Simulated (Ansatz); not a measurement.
**GeH3N···H2O: density, localisation and related maps**

| atom | x (Å) | y (Å) | z (Å) |
| --- | --- | --- | --- |
| Ge | -0.1847 | 0.4277 | 0.7931 |
| O | 0.1663 | 0.1928 | -1.4764 |
| N | 0.1520 | -1.2388 | 1.0499 |
| H | 0.2806 | -0.7465 | -1.2402 |
| H | 0.7250 | 1.6577 | 0.9962 |
| H | -1.6483 | 0.8335 | 0.5692 |
| H | -0.6039 | 0.2433 | -2.0539 |
| H | 1.1130 | -1.3696 | 1.3621 |

The product side of a reaction path; geometry: PBE0-D4/def2-TZVP.

Level of theory: RKS PBE0-D4/def2-TZVPP in Ansatz 0.2.0.

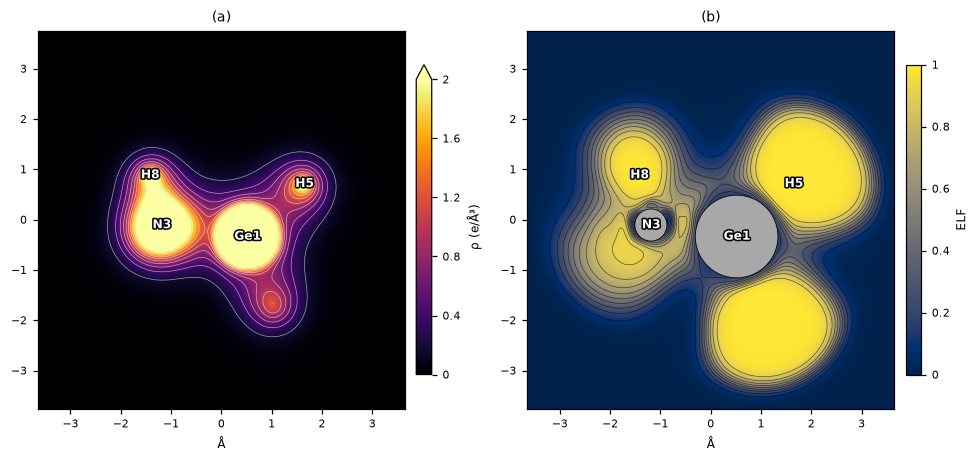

Figure 1. (a) total electron density; (b) electron localisation function on the plane of atoms Ge1, N3 and H8. Grey discs cover the atomic cores in the ELF map.

Describe what can be read from this map.

Answer. Atoms in the plane: Ge, N and H.
Ge–N (1.72 Å): the density is about 1.2 e/Å³ at the midpoint; the ELF peaks at about 0.80 in the valence shell of N, 0.6 Å from its nucleus, and is about 0.40 at the midpoint.
N–H (1.02 Å): ρ at the midpoint is about 2.8 e/Å³; the ELF climbs to about 1 towards the hydrogen, as it does in any bond to H (a covalent bond by its length).
Ge–H (1.54 Å): the density is about 1.1 e/Å³ at the midpoint; the ELF climbs to about 1 towards the hydrogen.
The ELF also peaks beside N3, away from the bonds: lone-pair regions.

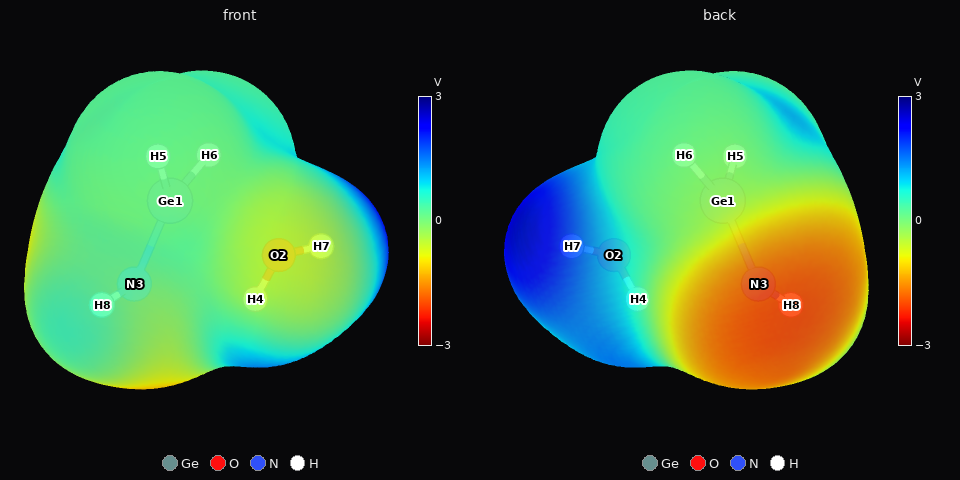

Figure 2. The electrostatic potential painted on the density surface at 0.001 e/bohr³, seen from the front and from behind; red is negative and blue positive.

Where is the surface potential most negative and most positive?

Answer. The most negative region (about −2.0 V) lies over N3, the most positive (about +2.6 V) over H7. N3 is the likeliest acceptor of a hydrogen bond.

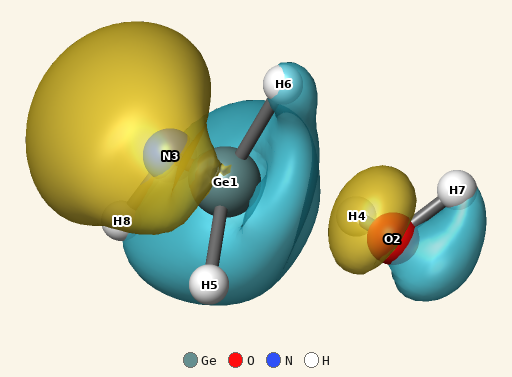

Figure 3. The HOMO at ±0.08 Å⁻³ᐟ² (yellow and cyan are the two phases), seen from one side.

Where does this orbital lie, and at what energy?

Answer. Its weight (Hirshfeld) is mainly on N3 (about 65 %) and Ge1 (about 20 %). Its energy is −6.52 eV.

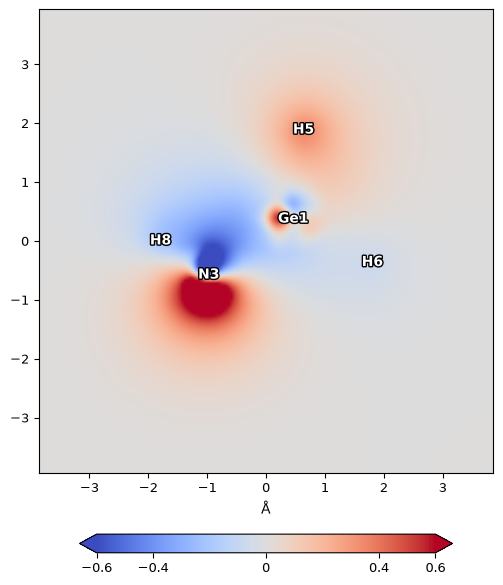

Figure 4. The HOMO−1 on the plane of atoms N3, Ge1 and H6 (values in Å⁻³ᐟ²; the overall sign is arbitrary).

Where does this orbital lie, and at what energy?

Answer. Its weight (Hirshfeld) is mainly on N3 (about 70 %), Ge1 (about 15 %) and H5 (about 10 %); largely a lone pair of N3. Its energy is −7.12 eV.
